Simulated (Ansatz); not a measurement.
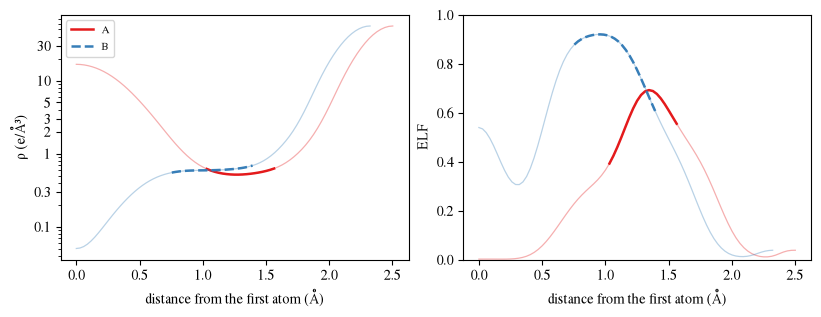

The picture shows: SiSnGe2. Valence electron density and electron localisation function along straight lines between neighbouring atoms. Thin, pale parts lie inside the atomic spheres.

Space group P-4m2; computed pressure about 15 GPa in this cell.

All numbers below come from DFT PBE, scalar-relativistic, plane waves, PAW (Ansatz).

Core electrons are frozen (PAW), and the valence fields are smoothed inside the atomic spheres.

> Which curve belongs to which contact (Si–Ge and Sn–Ge)? The first atom named is at distance zero.

Curve A: Sn–Ge (2.50 Å): ρ at the midpoint is about 0.51 e/Å³; the ELF peaks at about 0.70 between the atoms. Curve B: Si–Ge (2.32 Å): ρ at the midpoint is about 0.6 e/Å³; the ELF peaks at about 0.90 between the atoms.
